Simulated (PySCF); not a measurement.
Consider C$_{4}$H$_{11}$FO$_{2}$Si.

Input

```
{"job": {"kind": "nmr", "xc": "PBE0", "basis": "pcSseg-1"}, "charge": 0, "multiplicity": 1}
C     -2.501781    -1.116283    -0.117450
C     -1.420886    -0.110219    -0.473030
O     -0.245113    -0.449219     0.240126
C      0.809681     0.424558     0.090689
F      1.216813     0.341607    -1.274022
Si     0.547375     2.286909     0.538055
O      1.858660     0.055895     0.873396
C      2.281781    -1.302545     0.775700
H     -2.683203    -1.101837     0.953656
H     -2.186915    -2.116232    -0.402186
H     -3.420495    -0.867640    -0.640746
H     -1.735571     0.907760    -0.197984
H     -1.213505    -0.127876    -1.550552
H     -0.088735     2.961553    -0.595075
H     -0.306325     2.312692     1.724966
H      1.880001     2.811376     0.796055
H      1.490773    -1.974516     1.111615
H      3.150742    -1.385976     1.423751
H      2.556899    -1.540756    -0.254099
```

Run with:

```sh
OMP_NUM_THREADS=1 python probes_run.py task.json out
```

Geometry: GFN2-xTB.

Method: PBE0/pcSseg-1, SCF density, gas phase, non-relativistic (PySCF).

Q: What can the converged electron density and electron localisation function tell about the bonding?

A: C–O (1.36 Å): ρ is about 2.4 e/Å³ halfway, with its minimum of 2.1 e/Å³ about 0.5 Å from C; the ELF peaks at about 0.90 between the atoms: a shared but strongly polarised pair.
C–C (1.52 Å): the density is about 1.7 e/Å³ at the midpoint; the ELF peaks at about 0.95 between the atoms; a covalent bond.
C–H (1.09 Å): the density is about 2 e/Å³ at the midpoint; the ELF climbs to about 1 towards the hydrogen, as it does in any bond to H; a covalent bond by its length.
C–O (1.42 Å): ρ is about 2 e/Å³ halfway, with its minimum of 1.7 e/Å³ about 0.5 Å from C; the ELF peaks at about 0.90 between the atoms; a polar covalent bond.

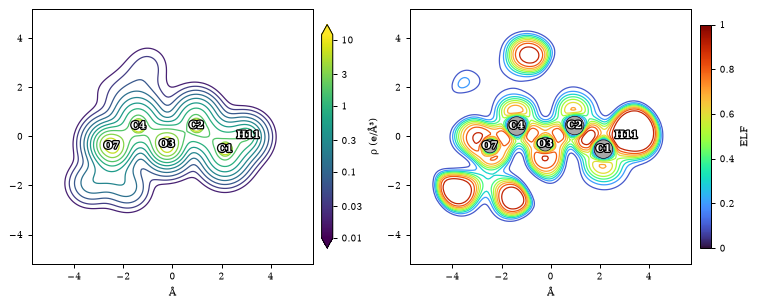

Computed electron density and electron localisation function on the plane of atoms C2, O3 and C4, in this order. Grey discs cover the atomic cores in the ELF map. 
